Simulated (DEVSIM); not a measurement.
Structure: Ti/SiO2/p-GaSb capacitor, at 300 K.

```tsv
layer (left to right)	material	thickness (nm)	Na (cm⁻³)
1	SiO2	21.0	-
2	GaSb	7600	6.2e15
```

Metal gate on the left, work function 4.33 eV. Fixed charge at the semiconductor interface 0 cm⁻² (in units of +e); no interface traps.

This is a model device: material constants are rounded textbook-type values typed into the input, and sizes, dopings and lifetimes were drawn at random. Values at 300 K.

| parameter | SiO2 | GaSb |
|---|---|---|
| gap (eV) | 9 | 0.726 |
| affinity (eV) | 0.9 | 4.06 |
| permittivity | 3.9 | 15.7 |
| Nc (cm⁻³) | - | 2.1e17 |
| Nv (cm⁻³) | - | 1.8e19 |

DEVSIM, 1D Poisson equation in equilibrium, Boltzmann statistics, complete ionisation; no quantum confinement or tunnelling. Metal contacts follow the ideal Schottky-Mott rule: no Fermi-level pinning, no interface dipoles.

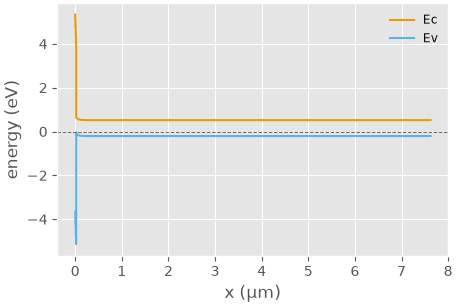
Figure. Band edges at -1.9 V on the gate

Energies count from the Fermi level of the right contact; mesh points crowd at the junctions.

```tsv
x (μm)	Ec (eV)	Ev (eV)	n (cm⁻³)	p (cm⁻³)	field (V/cm)
0.000	5.330	-3.670	< 1e2	< 1e2	-700000
0.001641	5.215	-3.785	< 1e2	< 1e2	-700000
0.005339	4.955	-4.045	< 1e2	< 1e2	-700000
0.01303	4.414	-4.586	< 1e2	< 1e2	-700000
0.01917	3.982	-5.018	< 1e2	< 1e2	-700000
0.02091	3.860	-5.140	< 1e2	< 1e2	-700000
0.02246	0.673	-0.053	1000000	2.3e18	-120000
0.02901	0.627	-0.099	6200000	3.9e17	-46000
0.04274	0.587	-0.139	2.9e7	8.3e16	-19000
0.07702	0.550	-0.176	1.2e8	2.0e16	-6200
0.1626	0.526	-0.200	3.1e8	7.9e15	-1100
0.5202	0.520	-0.206	3.9e8	6.2e15	≈ 0
1.269	0.520	-0.206	3.9e8	6.2e15	≈ 0
3.139	0.520	-0.206	3.9e8	6.2e15	≈ 0
6.247	0.520	-0.206	3.9e8	6.2e15	≈ 0
7.090	0.520	-0.206	3.9e8	6.2e15	≈ 0
7.409	0.520	-0.206	3.9e8	6.2e15	≈ 0
7.537	0.520	-0.206	3.9e8	6.2e15	≈ 0
7.597	0.520	-0.206	3.9e8	6.2e15	≈ 0
7.612	0.520	-0.206	3.9e8	6.2e15	≈ 0
7.618	0.520	-0.206	3.9e8	6.2e15	≈ 0
7.621	0.520	-0.206	3.9e8	6.2e15	≈ 0
```
